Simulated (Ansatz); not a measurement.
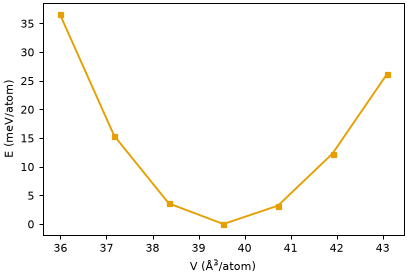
*BaTe2 in space group I4/mcm (No. 140; Ba on 4a, Te on 8h) under volume change, r²SCAN in the plane-wave PAW code Ansatz, shape and atoms relaxed at each volume.*

Q: What does a third-order Birch–Murnaghan fit give for V₀, B₀ and B′?

A: V₀ = 39.54 Å³/atom, B₀ = 30.7 GPa, B′ = 4.5.

The workflow started from a Materials Project entry (that database holds measured and hypothetical structures alike); the Crystallography Open Database copy checked does not list it. Whether it is the stable phase at ambient conditions was not checked. The cell was relaxed with r²SCAN under the symmetry of its start; whether a distortion lowers the energy is not shown. Spin–orbit coupling is left out wherever it is not named.

Potentials: the later of the program's two PAW sets.
